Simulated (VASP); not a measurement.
Band structure of PbS (rock salt). Calculation: PBE GGA with D3 dispersion (zero damping), VASP's PBE PAW potentials (set 64) (plane waves; VASP 6.6.1).

Unless said otherwise, spin-orbit coupling is left out, though it shifts the bands of the heavy elements here.

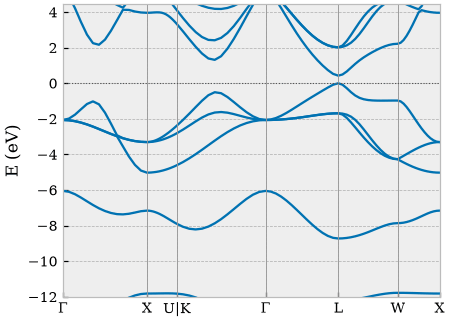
Fig. 1. Bands along high-symmetry lines, zero at the valence-band maximum or, without a gap, the Fermi level

Question: Read the plot: is there a gap, and where are the band edges?

Answer: The gap is direct, 0.43 eV, from the valence maximum at L to the conduction minimum at L. (Edges off the drawn lines would not show.)

Measured: gap 0.37 eV (computed value off by +0.06 eV), as given by Wikipedia, List of semiconductor materials.

The compound is PbS in the rock salt structure. It was relaxed first.
